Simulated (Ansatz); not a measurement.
## Hypothetical NiAs type TlCl: response to strain

Start from TlCl in the NiAs type structure (space group P6_3/mmc, No. 194; a = 4.501 Å, c = 7.920 Å; a hypothetical phase, not in the database extracts checked).

Strains are applied to the cell and any free atomic positions relax.

The values are results of DFT with PBE, PAW potentials and a 420 eV plane-wave cutoff in Ansatz (a program for electronic structure), no spin-orbit coupling, not measurements.

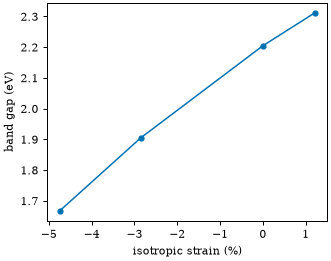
Figure. Band gap against isotropic strain

From the plot, what is the band gap for isotropic strain +1.21 %?

About 2.31 eV.

Is the trend monotonic over the range shown?

Yes, it rises throughout, spanning 1.67 eV to 2.31 eV.

Spin-orbit coupling, missing from the scalar runs, can matter with Tl. Gaps are Kohn–Sham eigenvalue differences; semilocal functionals usually give less than the measured gap. Stability against distortions was not tested.
